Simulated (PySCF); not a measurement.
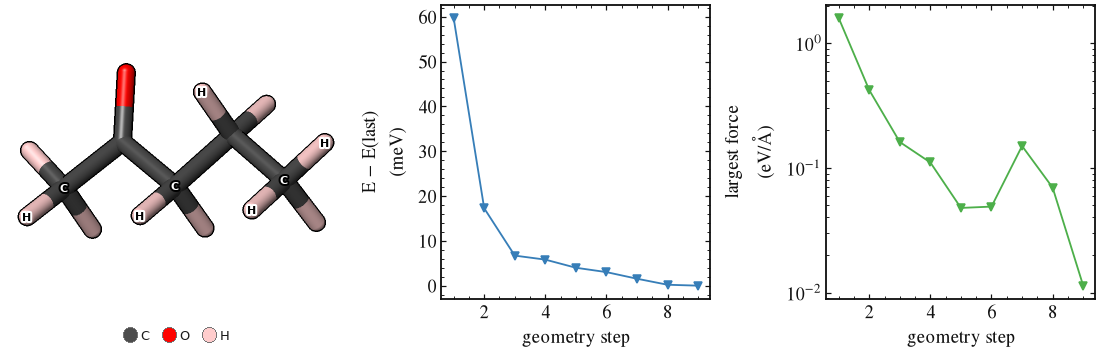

Beside the plot: the molecule at the start.

History of a geometry optimisation.

methyl propyl ketone (SMILES CCCC(C)=O); PBE0-D3(BJ)/def2-SVP, geometry optimisation (PySCF).

Question: How did it end, and what did it gain?

Answer: The optimisation met its thresholds at geometry 9, counting the start as the first. The energy fell by about 60 meV from the first step to the last. The largest force goes from about 1.6 eV/Å at the start to 0.011 eV/Å at the end.
